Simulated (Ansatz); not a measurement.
Process, species as SMILES: CN (CH3-NH2) + [H][H] (H2) → C (CH4) + N (NH3)
B3LYP-D3(BJ)/def2-TZVP geometries, fixed; electronic energies without zero-point terms.

Basis-set convergence of the energy of full hydrogenation at PBE0 with Ansatz (a program for electronic structure). Cartesian d functions, on some or all atoms, in 6-31G**; all else is spherical. The program fits the integrals of some runs and decomposes those of others, by size. No added dispersion term, no relativity. Functions are those of the species that has most. Reference: the value in aug-pcseg-3, -26.96 kcal/mol, itself unsure by roughly 0.02 kcal/mol (its mean distance from aug-cc-pVQZ, def2-QZVPPD, pcseg-3). Deviations are taken from unrounded values.

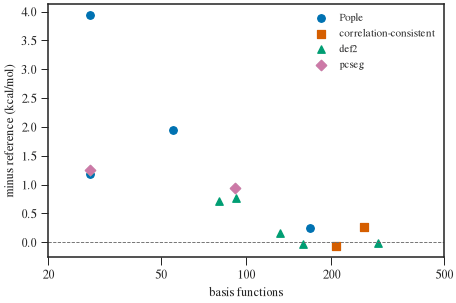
Fig. 1. Deviation from the reference against the number of basis functions, by family of sets.

```json
[
 {"basis": "3-21G", "functions": "28", "energy of full hydrogenation (kcal/mol)": "-23.02", "minus reference (kcal/mol)": "3.94"},
 {"basis": "6-31G", "functions": "28", "energy of full hydrogenation (kcal/mol)": "-25.78", "minus reference (kcal/mol)": "1.18"},
 {"basis": "pcseg-0", "functions": "28", "energy of full hydrogenation (kcal/mol)": "-25.70", "minus reference (kcal/mol)": "1.25"},
 {"basis": "6-31G**", "functions": "55", "energy of full hydrogenation (kcal/mol)": "-25.02", "minus reference (kcal/mol)": "1.94"},
 {"basis": "def2-SVPD", "functions": "80", "energy of full hydrogenation (kcal/mol)": "-26.24", "minus reference (kcal/mol)": "0.72"},
 {"basis": "aug-pcseg-1", "functions": "91", "energy of full hydrogenation (kcal/mol)": "-26.02", "minus reference (kcal/mol)": "0.93"},
 {"basis": "def2-TZVP", "functions": "92", "energy of full hydrogenation (kcal/mol)": "-26.19", "minus reference (kcal/mol)": "0.77"},
 {"basis": "def2-TZVPP", "functions": "132", "energy of full hydrogenation (kcal/mol)": "-26.80", "minus reference (kcal/mol)": "0.16"},
 {"basis": "def2-TZVPPD", "functions": "159", "energy of full hydrogenation (kcal/mol)": "-26.98", "minus reference (kcal/mol)": "-0.02"},
 {"basis": "6-311++G(3df,3pd)", "functions": "168", "energy of full hydrogenation (kcal/mol)": "-26.71", "minus reference (kcal/mol)": "0.24"},
 {"basis": "aug-cc-pVTZ", "functions": "207", "energy of full hydrogenation (kcal/mol)": "-27.02", "minus reference (kcal/mol)": "-0.06"},
 {"basis": "cc-pVQZ", "functions": "260", "energy of full hydrogenation (kcal/mol)": "-26.68", "minus reference (kcal/mol)": "0.27"},
 {"basis": "def2-QZVPPD", "functions": "291", "energy of full hydrogenation (kcal/mol)": "-26.97", "minus reference (kcal/mol)": "-0.02"}
]
```
